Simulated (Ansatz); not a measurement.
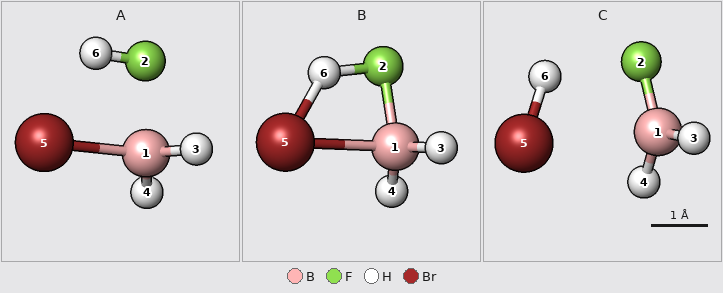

3 geometries from a converged minimum-energy path of BH₃BrF, made up of BH2F and HBr, shuffled. A ball-and-stick model, seen at a tilt.

Computed with RKS PBE-D4/def2-SVP (Ansatz). Run with 9 movable images; climbing image; force threshold 0.03 eV/Å; iteration limit 60; starting path through a guess of the saddle point.

Which frame is the transition state?

B. In order along the path, whose images run from 0 to 10: C (image 4, +0.09 eV), B (image 8, +0.63 eV), A (image 10, +0.51 eV). Breaking: B1–F2 (1.34 → 1.55 at the top → 1.80 Å), Br5–H6 (1.44 → 1.69 at the top → 2.18 Å). Forming: B1–Br5 (2.98 → 2.19 at the top → 2.01 Å), F2–H6 (2.83 → 1.21 at the top → 0.98 Å).

Limits of the set-up: the start holds two separate molecules, 2.8 Å apart at their closest, whose relative position is a soft coordinate.
